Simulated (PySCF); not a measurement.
# C₃H₃FO₂: NMR shifts and spin-spin couplings

Wanted: the NMR shifts and spin-spin couplings of C₃H₃FO₂ (`O=C1C[C@@H](F)O1`), by calculation.

Programs: PySCF 2.14.0, with density-fitted response routines of our own. Each step states its level of theory. These are calculated values for one molecule in the gas phase, unless marked as measured. Atoms count from 0, in the outputs and in this text.

### Step 1. Starting geometry

9 atoms, charge 0, multiplicity 1; geometry from: GFN2-xTB.

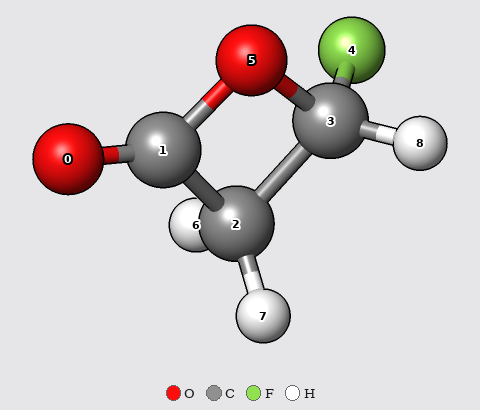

The starting geometry (oxygen red, carbon grey, fluorine green, hydrogen white), atoms numbered; sticks join atoms by distance.

### Step 2. NMR shieldings: PBE0/pcSseg-1

What the job is given:

```
{"job": {"kind": "nmr", "xc": "PBE0", "basis": "pcSseg-1"}, "charge": 0, "multiplicity": 1}
O      1.577623    -1.061433    -1.415344
C      0.721873    -0.637065    -0.721544
C      0.446402     0.642240     0.053283
C     -0.804320    -0.126520     0.490602
F     -1.970197     0.412676     0.066762
O     -0.434162    -1.242984    -0.300955
H      0.236322     1.507139    -0.571573
H      1.165834     0.897429     0.825909
H     -0.925813    -0.385489     1.547681
```

Level: GIAO PBE0/pcSseg-1 NMR shielding, non-relativistic, gas phase.

Standard output:

```text
coarse grid: 8376 points
cycle   1  E = -365.7389252717  dE =  1.218e+00  |g| = 9.961e-01  |ddm| = 2.701e+00
cycle   2  E = -365.2954614341  dE =  4.435e-01  |g| = 1.865e+00  |ddm| = 1.898e+00
cycle   3  E = -365.9051236409  dE = -6.097e-01  |g| = 2.683e-01  |ddm| = 1.422e+00
cycle   4  E = -365.9172137282  dE = -1.209e-02  |g| = 9.483e-02  |ddm| = 2.068e-01
cycle   5  E = -365.9185915317  dE = -1.378e-03  |g| = 2.624e-02  |ddm| = 5.821e-02
cycle   6  E = -365.9187253960  dE = -1.339e-04  |g| = 6.224e-03  |ddm| = 1.929e-02
cycle   7  E = -365.9187317089  dE = -6.313e-06  |g| = 2.165e-03  |ddm| = 4.547e-03
final grid: 83760 points
cycle   8  E = -365.9821230054  dE = -8.741e-06  |g| = 1.403e-02  |ddm| = 1.901e-02
cycle   9  E = -365.9820548955  dE =  6.811e-05  |g| = 2.414e-02  |ddm| = 2.196e-02
cycle  10  E = -365.9821560136  dE = -1.011e-04  |g| = 1.958e-03  |ddm| = 1.471e-02
cycle  11  E = -365.9821566690  dE = -6.554e-07  |g| = 3.520e-04  |ddm| = 1.254e-03
cycle  12  E = -365.9821566896  dE = -2.061e-08  |g| = 1.028e-04  |ddm| = 2.651e-04
cycle  13  E = -365.9821566918  dE = -2.253e-09  |g| = 2.137e-05  |ddm| = 8.329e-05
cycle  14  E = -365.9821566919  dE = -7.935e-11  |g| = 7.822e-06  |ddm| = 1.521e-05
converged SCF energy = -365.9821566919

GIAO shielding tensors (ppm)
atom      isotropic    diamagn.    paramagn.     s11        s22        s33       span
  0 O     -108.922     397.624    -506.546   -374.236   -194.609    242.079    616.314
  1 C       19.326     250.706    -231.380    -93.245     70.578     80.644    173.889
  2 C      136.557     255.249    -118.692    100.190    141.409    168.072     67.882
  3 C       82.148     242.494    -160.347     50.929     74.677    120.837     69.908
  4 F      322.315     471.213    -148.898    256.083    344.527    366.337    110.254
  5 O       -0.610     401.653    -402.263   -181.014     48.487    130.697    311.711
  6 H       28.180      29.403      -1.223     25.584     26.994     31.961      6.377
  7 H       28.217      29.557      -1.340     25.726     26.825     32.099      6.373
  8 H       25.441      28.245      -2.804     21.929     25.261     29.134      7.205
```

Run time: 7 s. Hardware: 1 thread, shared host.

The references, computed at this level on geometries of the same kind, shield at (ppm): 1H TMS 31.72, 13C TMS 186.9, 19F CFCl3 170.9, 17O H2O 336.1. Their shielding less the atom's gives the shift. The references are single molecules in the gas phase, so shifts against H2O, NH3, PH3, H3PO4 or CFCl3 are not on the usual liquid scales and can be off by tens of ppm.

| atoms | environment | σ (ppm) | δ (ppm) | δ scaled to CDCl3 |
| --- | --- | --- | --- | --- |
| C1 | ester carbonyl carbon | 19.3 | 167.6 | 161.7 |
| C3 | sp3 CH bonded to F and O | 82.1 | 104.8 | 100.3 |
| C2 | sp3 CH2 α to a carbonyl | 136.6 | 50.4 | 47.2 |
| H8 | hydrogen on an sp3 CH bonded to F and O | 25.44 | 6.28 | 6.02 |
| H6 | hydrogen on an sp3 CH2 α to a carbonyl | 28.18 | 3.54 | 3.44 |
| H7 | hydrogen on an sp3 CH2 α to a carbonyl | 28.22 | 3.50 | 3.41 |
| O0 | ester carbonyl oxygen | -108.9 | 445.0 | – |
| O5 | ester alkoxy oxygen | -0.6 | 336.7 | – |
| F4 | fluorine on an sp3 carbon | 322.3 | -151.4 | – |

The scaled column applies a straight-line fit of computed shieldings to shifts measured in CDCl3, and one for carbons that bear F (root-mean-square error 0.16 ppm for H, 1.9 ppm for C).

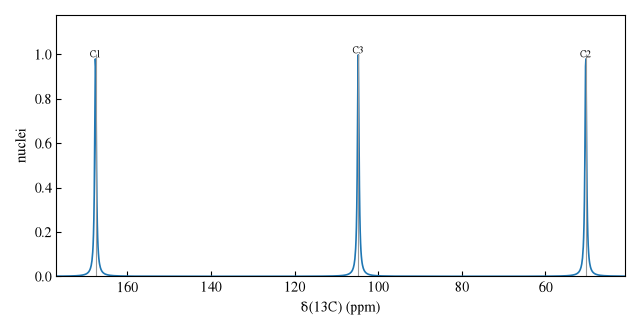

13C lines at the computed shifts, without couplings. Lines are broadened to a width of 0.47 ppm (Lorentzian).

The run also stored atomic charges by several schemes (e):

| atoms | Mulliken | IAO | Hirshfeld | ESP fit |
| --- | --- | --- | --- | --- |
| O0 | -0.33 | -0.39 | -0.24 | -0.50 |
| C1 | 0.47 | 0.54 | 0.21 | 0.83 |
| C2 | -0.35 | -0.38 | -0.08 | -0.72 |
| C3 | 0.44 | 0.36 | 0.14 | 0.60 |
| F4 | -0.29 | -0.30 | -0.10 | -0.25 |
| O5 | -0.41 | -0.36 | -0.13 | -0.46 |

Hirshfeld charges:

| atom | value (e) |
| --- | --- |
| O0 | -0.24 |
| C1 | 0.21 |
| C2 | -0.08 |
| C3 | 0.14 |
| F4 | -0.10 |
| O5 | -0.13 |
| H6 | 0.07 |
| H7 | 0.07 |
| H8 | 0.06 |

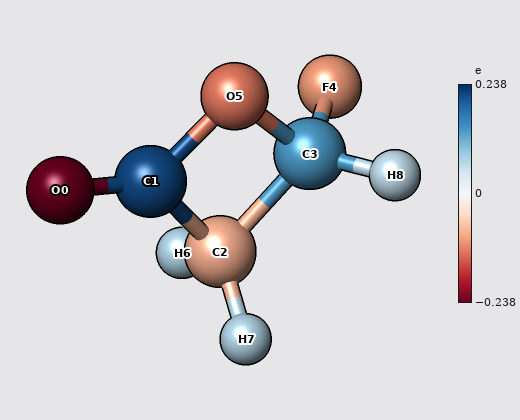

Hirshfeld charges, as colours on the atoms.

Mayer bond orders: O0–C1 2.10, C1–C2 0.98, C2–C3 1.01, C3–F4 0.97, C3–O5 0.94, O5–C1 1.03.

Ring of atoms C1, C2, C3, O5: NICS(0) -1.9, NICS(1) -2.3, NICS(1)zz -0.4 ppm (means of both faces).

### Step 3. Spin-spin couplings: B3LYP/pcJ-1

Same as in step 2 but for these lines:

```diff
@@ -1,2 +1,2 @@
-{"job": {"kind": "nmr", "xc": "PBE0", "basis": "pcSseg-1"}, "charge": 0, "multiplicity": 1}
+{"job": {"kind": "j", "xc": "B3LYP", "basis": "pcJ-1"}, "charge": 0, "multiplicity": 1}
 O      1.577623    -1.061433    -1.415344
```

With the program's defaults for keys left out, this is: B3LYP/pcJ-1 indirect spin-spin coupling, non-relativistic, gas phase.

Standard output:

```text
coarse grid: 8376 points
cycle   1  E = -366.1341546443  dE =  1.170e+00  |g| = 1.079e+00  |ddm| = 2.606e+00
cycle   2  E = -365.5380897833  dE =  5.961e-01  |g| = 2.128e+00  |ddm| = 2.163e+00
cycle   3  E = -366.3151618103  dE = -7.771e-01  |g| = 3.292e-01  |ddm| = 1.667e+00
cycle   4  E = -366.3327531975  dE = -1.759e-02  |g| = 1.277e-01  |ddm| = 2.566e-01
cycle   5  E = -366.3351363822  dE = -2.383e-03  |g| = 3.693e-02  |ddm| = 7.630e-02
cycle   6  E = -366.3353969778  dE = -2.606e-04  |g| = 8.250e-03  |ddm| = 2.586e-02
cycle   7  E = -366.3354074507  dE = -1.047e-05  |g| = 3.016e-03  |ddm| = 5.840e-03
cycle   8  E = -366.3354089703  dE = -1.520e-06  |g| = 5.128e-04  |ddm| = 2.135e-03
final grid: 83760 points
cycle   9  E = -366.4053780739  dE = -1.593e-04  |g| = 7.438e-03  |ddm| = 1.228e-02
cycle  10  E = -366.4053632269  dE =  1.485e-05  |g| = 1.167e-02  |ddm| = 9.928e-03
cycle  11  E = -366.4053859468  dE = -2.272e-05  |g| = 1.509e-03  |ddm| = 7.012e-03
cycle  12  E = -366.4053861308  dE = -1.840e-07  |g| = 1.113e-03  |ddm| = 1.469e-03
cycle  13  E = -366.4053863318  dE = -2.011e-07  |g| = 2.177e-04  |ddm| = 6.830e-04
cycle  14  E = -366.4053863407  dE = -8.898e-09  |g| = 3.799e-05  |ddm| = 1.421e-04
cycle  15  E = -366.4053863409  dE = -1.802e-10  |g| = 1.493e-05  |ddm| = 2.713e-05
converged SCF energy = -366.4053863409

Indirect spin-spin couplings (Hz)
  i      j    bonds     total        FC       PSO       DSO        SD
  0 O    1 C    1     24.226    15.260    12.406    -0.097    -3.343
  0 O    2 C    2     -1.523    -2.100     0.865     0.052    -0.339
  0 O    3 C    3     -1.193    -1.758     0.469     0.073     0.024
  0 O    4 F    4     -1.501    -0.646    -0.449     0.222    -0.629
  0 O    5 O    2     -4.946     2.068    -7.809    -0.030     0.825
  0 O    6 H    3     -0.488    -0.357    -0.202     0.179    -0.107
  0 O    7 H    3     -0.399    -0.283    -0.187     0.174    -0.103
  0 O    8 H    4     -0.607    -0.994     0.020     0.280     0.087
  1 C    2 C    1     44.962    44.615    -0.794     0.326     0.814
  1 C    3 C    2    -10.300   -10.060    -0.319     0.126    -0.047
  1 C    4 F    3      3.305     2.548     0.988    -0.208    -0.022
  1 C    5 O    1     30.279    23.682     6.857    -0.170    -0.090
  1 C    6 H    2     -7.223    -7.576     0.135     0.086     0.131
  1 C    7 H    2     -5.113    -5.417     0.156     0.035     0.112
  1 C    8 H    3      4.843     5.067     0.148    -0.326    -0.046
  2 C    3 C    1     36.505    35.385    -0.307     0.301     1.126
  2 C    4 F    2     20.974    20.728    -0.964    -0.071     1.281
  2 C    5 O    2     -5.780    -6.898     1.028     0.002     0.089
  2 C    6 H    1    149.442   147.725     0.513     0.961     0.244
  2 C    7 H    1    149.336   147.572     0.599     0.912     0.253
  2 C    8 H    2      6.369     6.330     0.152    -0.189     0.077
  3 C    4 F    1   -313.673  -317.677   -10.020     0.951    13.073
  3 C    5 O    1     18.222    19.005     1.237    -0.161    -1.859
  3 C    6 H    2     -5.993    -6.250     0.172    -0.015     0.099
  3 C    7 H    2      0.030    -0.080     0.055    -0.025     0.080
  3 C    8 H    1    197.148   196.388    -0.992     1.382     0.370
  4 F    5 O    2    -35.848   -14.431   -14.015     0.039    -7.441
  4 F    6 H    3     11.501    11.986    -0.293     0.275    -0.466
  4 F    7 H    3     10.965    11.570     1.208    -1.710    -0.102
  4 F    8 H    2     73.319    75.394     2.555    -1.095    -3.536
  5 O    6 H    3     -0.052    -0.409     0.014     0.244     0.098
  5 O    7 H    3     -1.562    -1.877    -0.065     0.266     0.114
  5 O    8 H    2    -11.012   -11.281     0.042     0.083     0.144
  6 H    7 H    2    -17.466   -17.885     2.568    -2.382     0.234
  6 H    8 H    3      1.961     2.076     2.292    -2.386    -0.022
  7 H    8 H    3      3.735     3.614    -0.011    -0.016     0.149
```

Wall time 24 s (1 thread, shared host).

Couplings of 1 Hz or more, nine at most for each number of bonds (isotopes 13C, 19F, 1H, 17O):

| pair | bonds | J (Hz) | Fermi contact (Hz) | dihedral (°) |
| --- | --- | --- | --- | --- |
| C3–F4 | 1 | -313.7 | -317.7 | – |
| C3–H8 | 1 | 197.1 | 196.4 | – |
| C2–H6 | 1 | 149.4 | 147.7 | – |
| C2–H7 | 1 | 149.3 | 147.6 | – |
| C1–C2 | 1 | 45.0 | 44.6 | – |
| C2–C3 | 1 | 36.5 | 35.4 | – |
| C1–O5 | 1 | 30.3 | 23.7 | – |
| O0–C1 | 1 | 24.2 | 15.3 | – |
| C3–O5 | 1 | 18.2 | 19.0 | – |
| F4–H8 | 2 | 73.3 | 75.4 | – |
| F4–O5 | 2 | -35.8 | -14.4 | – |
| C2–F4 | 2 | 21.0 | 20.7 | – |
| H6–H7 | 2 | -17.5 | -17.9 | – |
| O5–H8 | 2 | -11.0 | -11.3 | – |
| C1–C3 | 2 | -10.3 | -10.1 | – |
| C1–H6 | 2 | -7.2 | -7.6 | – |
| C2–H8 | 2 | 6.4 | 6.3 | – |
| C3–H6 | 2 | -6.0 | -6.2 | – |
| F4–H6 | 3 | 11.5 | 12.0 | -2 |
| F4–H7 | 3 | 11.0 | 11.6 | 129 |
| C1–H8 | 3 | 4.8 | 5.1 | – |
| H7–H8 | 3 | 3.7 | 3.6 | 0 |
| C1–F4 | 3 | 3.3 | 2.5 | – |
| H6–H8 | 3 | 2.0 | 2.1 | -131 |
| O5–H7 | 3 | -1.6 | -1.9 | – |
| O0–C3 | 3 | -1.2 | -1.8 | – |
| O0–F4 | 4 | -1.5 | -0.6 | – |

Quadrupole couplings from the field gradients of the same density:

| atom | isotope | eQq/h (MHz) | η |
| --- | --- | --- | --- |
| O5 | 17O | -8.922 | 0.46 |
| O0 | 17O | 8.852 | 0.33 |

Joined with the shifts from before (PBE0/pcSseg-1, scaled to CDCl3), the couplings predict the line list below for 400 MHz. H–H couplings in it are scaled by factors fitted to measured ones, so they differ from the table.

1H NMR δ 6.02 (m, 1H), 3.44 (m, 1H), 3.41 (m, 1H).

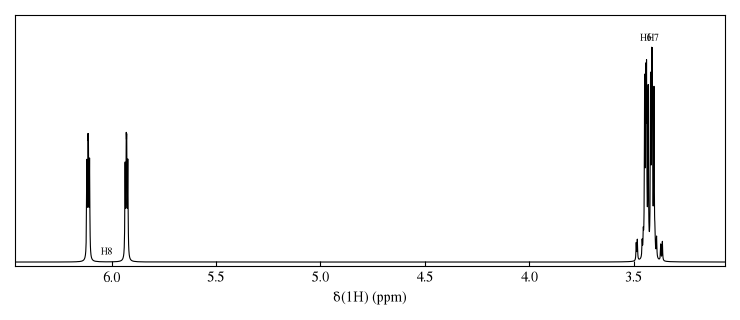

Simulated proton spectrum at 400 MHz, by exact diagonalisation of each spin system; lines 1.2 Hz wide, exchangeable protons uncoupled.

### Step 4. Outcome

| quantity | value |
| --- | --- |
| 13C shifts against TMS (PBE0/pcSseg-1) | 167.6, 104.8, 50.4 ppm |
| 1H shifts against TMS (PBE0/pcSseg-1) | 6.28, 3.54, 3.50 ppm |
| 17O shifts against H2O (PBE0/pcSseg-1) | 445.0, 336.7 ppm |
| 19F shifts against CFCl3 (PBE0/pcSseg-1) | -151.4 ppm |
| largest coupling of the table (B3LYP/pcJ-1) | 1J(C,F) C3–F4, -313.7 Hz |

**Reading.** C1 (ester carbonyl carbon) lies farthest downfield among carbon, at 167.6 ppm; it is a carbonyl in resonance with an O or N lone pair, the region of acids, esters and amides. H8 (hydrogen on an sp3 CH bonded to F and O) lies farthest downfield among hydrogen, at 6.28 ppm; its carbon carries F and O, which withdraws density. At PBE0/pcSseg-1: The largest span, 616 ppm, is at O0, where the paramagnetic term is -507 ppm. Of the pairs tabulated at B3LYP/pcJ-1, C3–F4 couples most strongly (-313.7 Hz; Fermi contact -317.7 Hz). Couplings across rotatable bonds belong to this one conformer; where others are populated, the observed values are averages.
